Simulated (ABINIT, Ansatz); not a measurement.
# Te2Pb (Fm-3m): zone-centre phonons, part 2 of 3

Wanted: the vibrations of Te2Pb (Fm-3m) at Γ, by two programs.

ABINIT 10.8.3; DFT LDA, scalar-relativistic, plane waves, HGH norm-conserving pseudopotentials.

So far. Step 4 (Relaxation): The volume changes by +0.4 % in this run and stands +12.3 % from the first cell. The relaxed cell has a = 7.380 Å (conventional setting).

The structure was built from a prototype and need not be the compound's stable phase.

## Step 6: Zone-centre response

At q = 0 one unit cell holds all displacements. The response is solved for single atoms along the cell's directions, and symmetry skips those that follow from others. The crystal is treated as a metal, which screens a static field, so no field response is asked.

Input file dfpt_gamma.abi:

```

# common to the responses
getwfk_filepath "gso_WFK"
kptopt 2
nqpt 1
qpt 0.0 0.0 0.0
asr 0
chneut 0

# displacements
rfphon 1
rfatpol 1 3
rfdir 1 1 1
tolvrs 1.0d-10
prtwf 0

# basis, mesh and filling
ecut 20.0
ixc 7
ngkpt 6 6 6
nshiftk 1
shiftk 0.0 0.0 0.0
istwfk *1
occopt 7
tsmear 0.01
nband 14
nstep 100
diemac 1000000.0
prtebands 0
prtgsr 0

# cell and atoms
acell 9.861253239 9.861253239 9.861253239
rprim 
    0.0 0.7071067812 0.7071067812
    0.7071067812 0.0 0.7071067812
    0.7071067812 0.7071067812 0.0
ntypat 2
znucl 82 52
natom 3
typat 1 2 2
xred 
    0.0 0.0 0.0
    0.25 0.25 0.25
    0.75 0.75 0.75
pp_dirpath "./pseudo"
pseudos "Pb.hgh, Te.hgh"
```

Launch:

```sh
$ OMP_NUM_THREADS=1 mpirun -n 4 abinit dfpt_gamma.abi > dfpt_gamma.log
```

Numbers of over 12 decimals in the logs are rounded to 6 here.

dfpt_gamma.abo, the main output file:

```text
[banners, grids, parts of the stress and lines that vanish by symmetry left out]
- input  file    -> dfpt_gamma.abi
- output file    -> dfpt_gamma.abo
- root for input  files -> dfpt_gammai
- root for output files -> dfpt_gammao

 Symmetries : space group Fm -3 m (#225); Bravais cF (face-center cubic)
================================================================================
 Values of the parameters that define the memory need of the present run (RF).
     intxc =       0      iscf =       7    lmnmax =       6     lnmax =       6
     mgfft =      40  mpssoang =       3    mqgrid =    3001     natom =       3
  nloc_mem =       1    nspden =       1   nspinor =       1    nsppol =       1
      nsym =      48    n1xccc =       0    ntypat =       2    occopt =       7
   xclevel =       1
-    mband =          14        mffmem =           1         mkmem =          28
-   mkqmem =          28        mk1mem =          28           mpw =        2914
      nfft =       64000          nkpt =         112
- my_mband =          14
================================================================================
================================================================================

--------------------------------------------------------------------------------
------------- Echo of variables that govern the present computation ------------
--------------------------------------------------------------------------------
-
- outvars: echo of selected default values
-   iomode0 =  0 , fftalg0 =312 , wfoptalg0 =  0
-
- outvars: echo of global parameters not present in the input file
-  max_nthreads =    1
-
 -outvars: echo values of preprocessed input variables
 [... echo left out ...]
================================================================================

 chkinp: Checking input parameters for consistency.

[...]
== DATASET  1 ==================================================================
-   mpi_nproc: 4, omp_nthreads: 1 (-1 if OMP is not activated)

--- !DatasetInfo
iteration_state: {dtset: 1, }
dimensions: {natom: 3, nkpt: 112, mband: 14, nsppol: 1, nspinor: 1, nspden: 1, mpw: 2914, }
cutoff_energies: {ecut:  20.0, pawecutdg:  -1.0, }
electrons: {nelect:   1.60000000E+01, charge:   0.00000000E+00, occopt:   7.00000000E+00, tsmear:   1.00000000E-02, }
meta: {optdriver: 1, rfphon: 1, }
...

 mkfilename: getwfk from: gso_WFK

 Exchange-correlation functional for the present dataset will be:
  LDA: Perdew-Wang 92 LSD fit to Ceperley-Alder data - ixc=7
 Citation for XC functional:
  J.P.Perdew and Y.Wang, PRB 45, 13244 (1992)

 Real(R)+Recip(G) space primitive vectors, cartesian coordinates (Bohr,Bohr^-1):
 R(1)=  0.0000000  6.9729590  6.9729590  G(1)= -0.0717056  0.0717056  0.0717056
 R(2)=  6.9729590  0.0000000  6.9729590  G(2)=  0.0717056 -0.0717056  0.0717056
 R(3)=  6.9729590  6.9729590  0.0000000  G(3)=  0.0717056  0.0717056 -0.0717056
 Unit cell volume ucvol=  6.7808063E+02 bohr^3
 Angles (23,13,12)=  6.00000000E+01  6.00000000E+01  6.00000000E+01 degrees
 setup1 : take into account q-point for computing boxcut.

 getcut: wavevector=  0.0000  0.0000  0.0000  ngfft=  40  40  40
         ecut(hartree)=     20.000   => boxcut(ratio)=   2.01487

--- Pseudopotential description ------------------------------------------------
- pspini: atom type   1  psp file is ./pseudo/Pb.hgh

- pspini: atom type   2  psp file is ./pseudo/Te.hgh

   1.49627807E+03                                ecore*ucvol(ha*bohr**3)
--------------------------------------------------------------------------------

 ==>  initialize data related to q vector <==

 The list of irreducible perturbations for this q vector is:
    1)    idir= 1    ipert=   1
    2)    idir= 1    ipert=   2

[...]
The perturbation idir=   2  ipert=   1 is
 symmetric of a previously calculated perturbation.
 So, its SCF calculation is not needed.

 The perturbation idir=   3  ipert=   1 is
 symmetric of a previously calculated perturbation.
 So, its SCF calculation is not needed.

 The perturbation idir=   2  ipert=   2 is
 symmetric of a previously calculated perturbation.
 So, its SCF calculation is not needed.

 The perturbation idir=   3  ipert=   2 is
 symmetric of a previously calculated perturbation.
 So, its SCF calculation is not needed.

 The perturbation idir=   1  ipert=   3 is
 symmetric of a previously calculated perturbation.
 So, its SCF calculation is not needed.

 The perturbation idir=   2  ipert=   3 is
 symmetric of a previously calculated perturbation.
 So, its SCF calculation is not needed.

 The perturbation idir=   3  ipert=   3 is
 symmetric of a previously calculated perturbation.
 So, its SCF calculation is not needed.

--------------------------------------------------------------------------------
 Perturbation wavevector (in red.coord.)   0.000000  0.000000  0.000000
 Perturbation : displacement of atom   1   along direction   1
 Found     4 symmetries that leave the perturbation invariant.

[...]
dfpt_looppert : total number of electrons, from k and k+q
  fully or partially occupied states are    1.600000E+01 and    1.600000E+01.
 Initialisation of the first-order wave-functions :
  ireadwf=   0

--- !BeginCycle
iteration_state: {dtset: 1, }
solver: {iscf: 7, nstep: 100, nline: 4, wfoptalg: 0, }
tolerances: {tolvrs: 1.00E-10, }
...

     iter   2DEtotal(Ha)        deltaE(Ha) residm    vres2
-ETOT  1   25.133859790588     -6.690E+01 4.814E-01 6.169E+04
 ETOT  2   2.938814     -2.220E+01 2.463E-02 1.200E+03
 ETOT  3   2.622931     -3.159E-01 1.235E-03 7.170E+01
 ETOT  4   2.607494     -1.544E-02 4.880E-05 2.682E+00
 ETOT  5   2.606984     -5.100E-04 1.035E-06 2.914E-02
[...]
At SCF step    9       vres2   =  4.44E-11 < tolvrs=  1.00E-10 =>converged.
[...]
Mean square residual over all n,k,spin=   78.839E-17; max=  17.698E-14

 Thirteen components of 2nd-order total energy (hartree) are
 1,2,3: 0th-order hamiltonian combined with 1st-order wavefunctions
     kin0=   9.16459173E+01 eigvalue=   6.46164692E+00  local=  -4.75259835E+01
 4,5,6: 1st-order hamiltonian combined with 1st and 0th-order wfs
 loc psp =  -4.05462271E+01  Hartree=   1.92130147E+01     xc=  -9.86495662E+00
 note that "loc psp" includes a xc core correction that could be resolved
 7,8,9: eventually, occupation + non-local contributions
    edocc=   1.10092298E+01     enl0=   1.84842529E+01   enl1=  -1.38300015E+02
 1-9 gives the relaxation energy (to be shifted if some occ is /=2.0)
   erelax=  -8.94231205E+01
 10,11,12 Non-relaxation  contributions : frozen-wavefunctions and Ewald
 fr.local=  -3.14079267E+00 fr.nonlo=   6.63363706E+01  Ewald=   2.88345204E+01
 13,14 Frozen wf xc core corrections (1) and (2)
 frxc 1  =   0.00000000E+00  frxc 2 =   0.00000000E+00
 Resulting in :
 2DEtotal=    0.2606977820E+01 Ha. Also 2DEtotal=    0.709394804007E+02 eV
    (2DErelax=   -8.9423120508E+01 Ha. 2DEnonrelax=    9.2030098328E+01 Ha)
    (  non-var. 2DEtotal :    2.6069773845E+00 Ha)

[...]
Perturbation wavevector (in red.coord.)   0.000000  0.000000  0.000000
 Perturbation : displacement of atom   2   along direction   1
 Found     2 symmetries that leave the perturbation invariant.

--------------------------------------------------------------------------------

--------------------------------------------------------------------------------

 dfpt_looppert : total number of electrons, from k and k+q
  fully or partially occupied states are    1.600000E+01 and    1.600000E+01.
 Initialisation of the first-order wave-functions :
  ireadwf=   0

--- !BeginCycle
iteration_state: {dtset: 1, }
solver: {iscf: 7, nstep: 100, nline: 4, wfoptalg: 0, }
tolerances: {tolvrs: 1.00E-10, }
...

     iter   2DEtotal(Ha)        deltaE(Ha) residm    vres2
-ETOT  1   109.42279298771     -2.454E+02 1.682E+00 2.893E+05
[...]
ETOT 10   2.189525     -5.042E-11 2.021E-13 9.077E-10
 ETOT 11   2.189525      5.912E-12 7.505E-15 2.642E-11

 At SCF step   11       vres2   =  2.64E-11 < tolvrs=  1.00E-10 =>converged.
[...]
Mean square residual over all n,k,spin=   76.364E-18; max=  75.050E-16

 Thirteen components of 2nd-order total energy (hartree) are
 1,2,3: 0th-order hamiltonian combined with 1st-order wavefunctions
     kin0=   2.91442841E+02 eigvalue=   1.58868589E+01  local=  -7.20818306E+01
 4,5,6: 1st-order hamiltonian combined with 1st and 0th-order wfs
 loc psp =  -4.23162194E+02  Hartree=   7.82077295E+01     xc=  -3.29613350E+01
 note that "loc psp" includes a xc core correction that could be resolved
 7,8,9: eventually, occupation + non-local contributions
    edocc=   2.01008778E+01     enl0=   5.20457449E+01   enl1=  -2.82119579E+02
 1-9 gives the relaxation energy (to be shifted if some occ is /=2.0)
   erelax=  -3.52640886E+02
 10,11,12 Non-relaxation  contributions : frozen-wavefunctions and Ewald
 fr.local=   1.78121854E+02 fr.nonlo=   1.40665407E+02  Ewald=   3.60431505E+01
 13,14 Frozen wf xc core corrections (1) and (2)
 frxc 1  =   0.00000000E+00  frxc 2 =   0.00000000E+00
 Resulting in :
 2DEtotal=    0.2189524752E+01 Ha. Also 2DEtotal=    0.595800037174E+02 eV
    (2DErelax=   -3.5264088638E+02 Ha. 2DEnonrelax=    3.5483041113E+02 Ha)
    (  non-var. 2DEtotal :    2.1895246411E+00 Ha)

[...]
---- first-order wavefunction calculations are completed ----

 ==> Compute Derivative Database <==

 [... matrices left out ...]
  Phonon wavevector (reduced coordinates) :  0.00000  0.00000  0.00000
 Phonon energies in Hartree :
   2.142481E-06  2.142482E-06  2.142483E-06  3.586305E-04  3.586305E-04
   3.586305E-04  3.687709E-04  3.687709E-04  3.687709E-04
 Phonon frequencies in cm-1    :
-  4.702202E-01  4.702204E-01  4.702208E-01  7.871029E+01  7.871029E+01
-  7.871029E+01  8.093585E+01  8.093585E+01  8.093585E+01

== END DATASET(S) ==============================================================
================================================================================

 -outvars: echo values of variables after computation
            acell      9.8612532390E+00  9.8612532390E+00  9.8612532390E+00 Bohr
           etotal      2.1895247518E+00
            fcart      0.0000000000E+00  0.0000000000E+00  0.0000000000E+00
           strten      0.0000000000E+00  0.0000000000E+00  0.0000000000E+00
================================================================================
```

It took 71 s on 4 MPI ranks of Arm Neoverse N1, shared host.

Numbers from this step:

| Property | Result |
| --- | --- |
| largest acoustic frequency at the zone centre before the sum rule | 0.47 cm⁻¹ |
| highest optical zone-centre mode (no LO-TO term) | 80.94 cm⁻¹ |
| lowest optical zone-centre mode | 78.71 cm⁻¹ |

The acoustic modes at Γ come out as far as 0.5 cm⁻¹ from zero, where they should vanish, a small numerical error.

## Step 7: Modes with the sum rule

anaddb reads the merged derivatives and imposes the acoustic sum rule.

Input file anaddb.abi:

```
ddb_filepath "gamma_DDB"
output_file "anaddb.abo"
outdata_prefix "anaddb"
asr 1
chneut 1
enunit 2
eivec 1
nph1l 1
qph1l 0.0 0.0 0.0 1.0
```

Input file mrgddb.in:

```
gamma_DDB
merged
2
dfpt_gammao_DDB
gso_DDB
```

Launch:

```sh
$ mrgddb < mrgddb.in > mrgddb.log
$ OMP_NUM_THREADS=1 anaddb anaddb.abi > anaddb.log
```

anaddb.abo, the main output file:

```text
-outvars_anaddb: echo values of input variables ----------------------

 Miscellaneous information :
      enunit         2
       eivec         1
         asr         1
 First list of wavevector (reduced coord.) :
       nph1l         1
       qph1l
                     0.00000000E+00  0.00000000E+00  0.00000000E+00    1.000E+00

================================================================================

 read the DDB information and perform some checks

  ==== Info on the Cryst% object ====
 Real(R)+Recip(G) space primitive vectors, cartesian coordinates (Bohr,Bohr^-1):
 R(1)=  0.0000000  6.9729590  6.9729590  G(1)= -0.0717056  0.0717056  0.0717056
 R(2)=  6.9729590  0.0000000  6.9729590  G(2)=  0.0717056 -0.0717056  0.0717056
 R(3)=  6.9729590  6.9729590  0.0000000  G(3)=  0.0717056  0.0717056 -0.0717056
 Unit cell volume ucvol=  6.7808063E+02 bohr^3
 Angles (23,13,12)=  6.00000000E+01  6.00000000E+01  6.00000000E+01 degrees
 Time-reversal symmetry is present
 Reduced atomic positions [iatom, xred, symbol]:
    1)    0.0000000  0.0000000  0.0000000  Pb
    2)    0.2500000  0.2500000  0.2500000  Te
    3)    0.7500000  0.7500000  0.7500000  Te

 DDB file with 3 blocks has been read.

================================================================================

 Treat the first list of vectors

  Phonon wavevector (reduced coordinates) :  0.00000  0.00000  0.00000
 Phonon energies in Hartree :
   0.000000E+00  0.000000E+00  0.000000E+00  3.586267E-04  3.586267E-04
   3.586267E-04  3.687538E-04  3.687538E-04  3.687538E-04
 Phonon energies in meV     :
-  0.000000E+00  0.000000E+00  0.000000E+00  9.758729E+00  9.758729E+00
-  9.758729E+00  1.003430E+01  1.003430E+01  1.003430E+01
 Phonon frequencies in cm-1    :
-  0.000000E+00  0.000000E+00  0.000000E+00  7.870945E+01  7.870945E+01
-  7.870945E+01  8.093210E+01  8.093210E+01  8.093210E+01
 Phonon frequencies in Thz     :
-  0.000000E+00  0.000000E+00  0.000000E+00  2.359650E+00  2.359650E+00
-  2.359650E+00  2.426283E+00  2.426283E+00  2.426283E+00
 Phonon energies in Kelvin  :
-  0.000000E+00  0.000000E+00  0.000000E+00  1.132453E+02  1.132453E+02
-  1.132453E+02  1.164432E+02  1.164432E+02  1.164432E+02

 Eigendisplacements
 (will be given, for each mode : in cartesian coordinates
   for each atom the real part of the displacement vector,
   then the imaginary part of the displacement vector - absolute values smaller than 1.0d-7 are set to zero)
  Mode number    1   Energy    0.000000E+00
 Attention : low frequency mode.
   (Could be unstable or acoustic mode)
-  1  0.00000000E+00  0.00000000E+00 -1.08919685E-03
-     0.00000000E+00  0.00000000E+00  0.00000000E+00
-  2  0.00000000E+00  0.00000000E+00 -1.08921802E-03
-     0.00000000E+00  0.00000000E+00  0.00000000E+00
-  3  0.00000000E+00  0.00000000E+00 -1.08921802E-03
-     0.00000000E+00  0.00000000E+00  0.00000000E+00
  Mode number    2   Energy    0.000000E+00
 Attention : low frequency mode.
   (Could be unstable or acoustic mode)
-  1  0.00000000E+00 -1.08919685E-03  0.00000000E+00
-     0.00000000E+00  0.00000000E+00  0.00000000E+00
-  2  0.00000000E+00 -1.08921802E-03  0.00000000E+00
-     0.00000000E+00  0.00000000E+00  0.00000000E+00
-  3  0.00000000E+00 -1.08921802E-03  0.00000000E+00
-     0.00000000E+00  0.00000000E+00  0.00000000E+00
  Mode number    3   Energy    0.000000E+00
 Attention : low frequency mode.
   (Could be unstable or acoustic mode)
-  1  1.08919685E-03  0.00000000E+00  0.00000000E+00
-     0.00000000E+00  0.00000000E+00  0.00000000E+00
-  2  1.08921802E-03  0.00000000E+00  0.00000000E+00
-     0.00000000E+00  0.00000000E+00  0.00000000E+00
-  3  1.08921802E-03  0.00000000E+00  0.00000000E+00
-     0.00000000E+00  0.00000000E+00  0.00000000E+00
  Mode number    4   Energy    3.586267E-04
-  1  0.00000000E+00  0.00000000E+00  1.20881622E-03
-     0.00000000E+00  0.00000000E+00  0.00000000E+00
-  2  0.00000000E+00  0.00000000E+00 -9.81433591E-04
-     0.00000000E+00  0.00000000E+00  0.00000000E+00
-  3  0.00000000E+00  0.00000000E+00 -9.81433591E-04
-     0.00000000E+00  0.00000000E+00  0.00000000E+00
  Mode number    5   Energy    3.586267E-04
-  1  0.00000000E+00 -1.20881622E-03  0.00000000E+00
-     0.00000000E+00  0.00000000E+00  0.00000000E+00
-  2  0.00000000E+00  9.81433591E-04  0.00000000E+00
-     0.00000000E+00  0.00000000E+00  0.00000000E+00
-  3  0.00000000E+00  9.81433591E-04  0.00000000E+00
-     0.00000000E+00  0.00000000E+00  0.00000000E+00
  Mode number    6   Energy    3.586267E-04
-  1  1.20881622E-03  0.00000000E+00  0.00000000E+00
-     0.00000000E+00  0.00000000E+00  0.00000000E+00
-  2 -9.81433591E-04  0.00000000E+00  0.00000000E+00
-     0.00000000E+00  0.00000000E+00  0.00000000E+00
-  3 -9.81433591E-04  0.00000000E+00  0.00000000E+00
-     0.00000000E+00  0.00000000E+00  0.00000000E+00
  Mode number    7   Energy    3.687538E-04
-  1  0.00000000E+00  0.00000000E+00  0.00000000E+00
-     0.00000000E+00  0.00000000E+00  0.00000000E+00
-  2  0.00000000E+00  0.00000000E+00  1.46615408E-03
-     0.00000000E+00  0.00000000E+00  0.00000000E+00
-  3  0.00000000E+00  0.00000000E+00 -1.46615408E-03
-     0.00000000E+00  0.00000000E+00  0.00000000E+00
  Mode number    8   Energy    3.687538E-04
-  1  0.00000000E+00  0.00000000E+00  0.00000000E+00
-     0.00000000E+00  0.00000000E+00  0.00000000E+00
-  2  0.00000000E+00  1.46615408E-03  0.00000000E+00
-     0.00000000E+00  0.00000000E+00  0.00000000E+00
-  3  0.00000000E+00 -1.46615408E-03  0.00000000E+00
-     0.00000000E+00  0.00000000E+00  0.00000000E+00
  Mode number    9   Energy    3.687538E-04
-  1  0.00000000E+00  0.00000000E+00  0.00000000E+00
-     0.00000000E+00  0.00000000E+00  0.00000000E+00
-  2  1.46615408E-03  0.00000000E+00  0.00000000E+00
-     0.00000000E+00  0.00000000E+00  0.00000000E+00
-  3 -1.46615408E-03  0.00000000E+00  0.00000000E+00
-     0.00000000E+00  0.00000000E+00  0.00000000E+00

 Analysis of degeneracies and characters (maximum tolerance=1.00E-06 a.u.)
 For each vibration mode, or group of modes if degenerate,
 the characters are given for each symmetry operation (see the list in the log file).
 Symmetry characters of vibration mode #   1
       degenerate with vibration modes #   2 to    3
  3.0 -3.0 -1.0  1.0 -1.0  1.0 -1.0  1.0  1.0 -1.0 -1.0  1.0  1.0 -1.0 -1.0  1.0
  0.0 -0.0 -0.0  0.0  0.0 -0.0 -0.0  0.0  1.0 -1.0 -1.0  1.0 -1.0  1.0  1.0 -1.0
  0.0 -0.0  0.0 -0.0 -0.0  0.0 -0.0  0.0  1.0 -1.0  1.0 -1.0 -1.0  1.0 -1.0  1.0
 Symmetry characters of vibration mode #   4
       degenerate with vibration modes #   5 to    6
  3.0 -3.0 -1.0  1.0 -1.0  1.0 -1.0  1.0  1.0 -1.0 -1.0  1.0  1.0 -1.0 -1.0  1.0
 -0.0  0.0  0.0 -0.0  0.0 -0.0 -0.0  0.0  1.0 -1.0 -1.0  1.0 -1.0  1.0  1.0 -1.0
 -0.0  0.0 -0.0  0.0 -0.0  0.0  0.0 -0.0  1.0 -1.0  1.0 -1.0 -1.0  1.0 -1.0  1.0
 Symmetry characters of vibration mode #   7
       degenerate with vibration modes #   8 to    9
  3.0  3.0 -1.0 -1.0 -1.0 -1.0 -1.0 -1.0  1.0  1.0 -1.0 -1.0  1.0  1.0 -1.0 -1.0
  0.0  0.0 -0.0 -0.0  0.0  0.0 -0.0 -0.0  1.0  1.0 -1.0 -1.0 -1.0 -1.0  1.0  1.0
  0.0  0.0  0.0  0.0 -0.0 -0.0 -0.0 -0.0  1.0  1.0  1.0  1.0 -1.0 -1.0 -1.0 -1.0
-
```

Elapsed: 0.67 s, on 1 thread.

This step gave:

```yaml
highest_optical_zone_centre_mode_no_lo_to_term: 80.93 cm⁻¹
```

No LO-TO term; unit eigenvectors of the mass-weighted matrix, from anaddb's displacements. The modes at Γ (shares of kinetic energy by element, %):

| mode | frequency (cm⁻¹) | symmetry | Pb % | Te % |
| --- | --- | --- | --- | --- |
| 1 | 0.0 | acoustic | 45 | 55 |
| 2 | 0.0 | acoustic | 45 | 55 |
| 3 | 0.0 | acoustic | 45 | 55 |
| 4 | 78.7 | T1u | 55 | 45 |
| 5 | 78.7 | T1u | 55 | 45 |
| 6 | 78.7 | T1u | 55 | 45 |
| 7 | 80.9 | T2g | 0 | 100 |
| 8 | 80.9 | T2g | 0 | 100 |
| 9 | 80.9 | T2g | 0 | 100 |

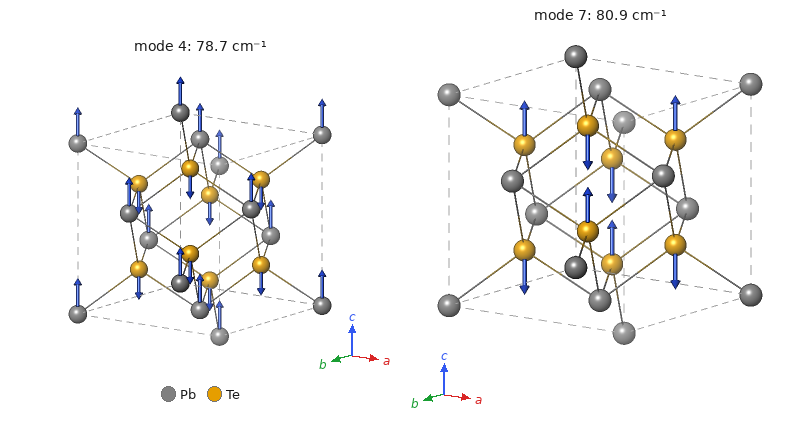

Displacement patterns of modes 4 and 7 at Γ; arrows are exaggerated. Some periodic images of atoms are drawn too.

The rule moves no optical mode by more than 0.1 cm⁻¹.

[end of part 2 of 3]

[Host names and launcher messages were left out of these logs when they were recorded.]

[Logs are printed without paths, hosts, clocks, repeated set-up lines and the standing remarks that a program may print on its own settings, such as how far it seeks lower states.]

[Hosts, paths, dates, database ids (printed as entryN), source tags and the programs' standing remarks are cut or masked in the printed files.]
